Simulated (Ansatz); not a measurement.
TaN: pressure series

Consider TaN in the rock salt structure (space group Fm-3m, No. 225; a = 4.417 Å).

Cell and atoms are relaxed at each pressure.

Method: Kohn–Sham DFT with the PBE functional, run in Ansatz (a program for electronic structure) with PAW and 420 eV plane waves, no SOC.

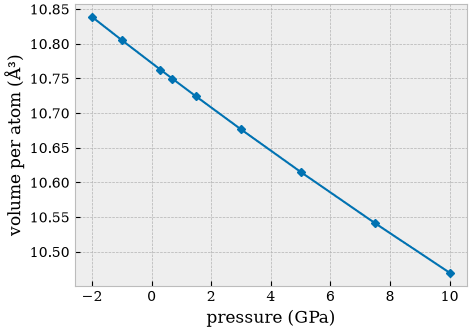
Fig. 1. Volume against pressure

Problem. Estimate the zero-pressure bulk modulus from the plot.

Solution. About 330 GPa; a third-order Birch–Murnaghan fit to the points gives V₀ = 10.77 Å³/atom, B₀ = 329 GPa and B₀′ = 4.4.

Load acts through the strain it causes; cell and atoms are relaxed under it. Stability against distortions was not tested. Competing high-pressure phases were not computed. All final runs are without spin polarisation. This is not the structure that TaN has at room temperature and ambient pressure.
